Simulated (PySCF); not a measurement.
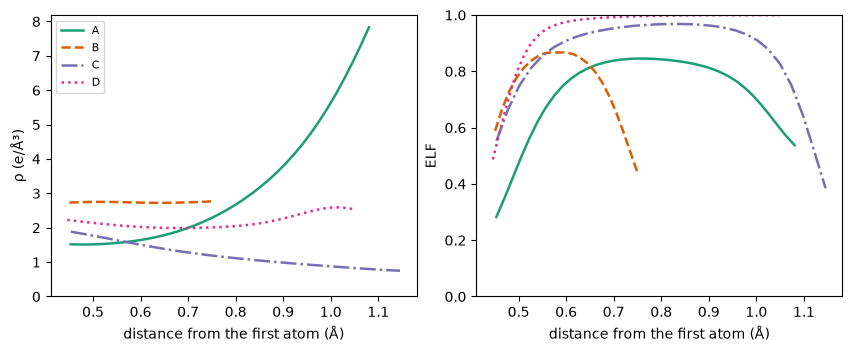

Figure 1: C$_{6}$H$_{7}$FSi. Electron density and ELF along straight lines between neighbouring atoms. The curves leave out the atomic cores.

Geometry: GFN2-xTB.

The calculation used PySCF, CAM-B3LYP/def2-SVPD, SCF density, gas phase.

Input file:

```
{"job": {"kind": "uv", "xc": "CAM-B3LYP", "basis": "def2-SVPD", "nstates": 8, "ntriplets": 3}, "charge": 0, "multiplicity": 1}
C      3.361405    -0.203075    -0.085982
C      2.161847    -0.217920    -0.147332
C      0.753343    -0.162793    -0.207914
C     -0.028770    -1.212543    -0.463875
C     -1.514441    -1.036750    -0.506471
Si    -1.800764     0.815969    -0.144477
C      0.085787     1.172354     0.028782
F      0.510675     2.098606    -0.922580
H      4.409311    -0.210232    -0.040837
H      0.385052    -2.196102    -0.635614
H     -1.893674    -1.355095    -1.479847
H     -1.983922    -1.696046     0.226829
H     -2.495949     1.045889     1.123092
H     -2.358997     1.572051    -1.260812
H      0.404683     1.593677     0.989471
```

Command:

```sh
OMP_NUM_THREADS=1 python probes_run.py task.json out
```

Which curve belongs to which contact (C–C, C–F, C–H and C–Si)? The first atom named is at distance zero.

Curve A: C–F (1.39 Å): the density is about 2 e/Å³ at the midpoint, with its minimum of 1.5 e/Å³ about 0.5 Å from C; the ELF peaks at about 0.85 between the atoms (a shared but strongly polarised pair). Curve B: C–C (1.20 Å): the density is about 2.7 e/Å³ at the midpoint; the ELF peaks at about 0.85 between the atoms (a multiple bond). Curve C: C–Si (1.91 Å): ρ is about 0.92 e/Å³ halfway; the ELF peaks at about 0.95 between the atoms; a shared electron pair. Curve D: C–H (1.05 Å): the density is about 2.1 e/Å³ at the midpoint; the ELF climbs to about 1 towards the hydrogen, as it does in any bond to H; a covalent bond by its length.
